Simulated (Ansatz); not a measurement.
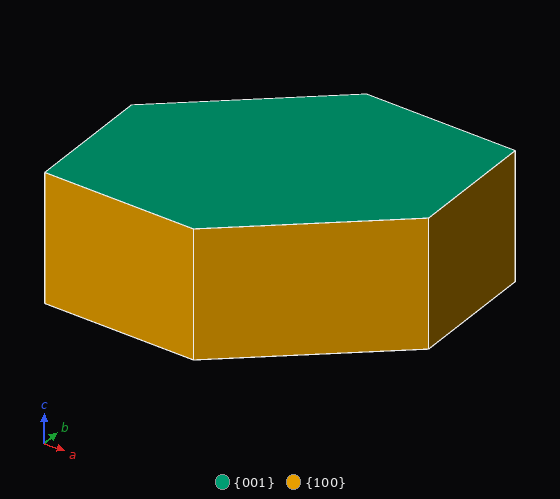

ZnO4, space group P-3m1 (No. 164), a = 3.060 Å, b = 3.060 Å, c = 7.939 Å, α = 90.00°, β = 90.00°, γ = 120.00°. The shape was computed with the Donnay–Harker form of the Bravais–Friedel law: planes with larger spacing d grow more slowly and so show as larger faces; centring, glide planes and screw axes halve or divide d. Origin: the geometry relaxed with DFT PBE, scalar-relativistic, plane waves, PAW (Ansatz 0.2.0); the starting structure was generated, so it need not be a known form of this composition. Forms under 0.4 % of the area are left out.

Q: Describe the habit.

A: It is plate-like. Widths along a, b and c stand as 1.00 : 1.00 : 0.29.

Q: Which form makes up most of the surface, and how much?

A: {001}, with 2 faces and about 60 % of the area; its spacing is d = 7.939 Å.
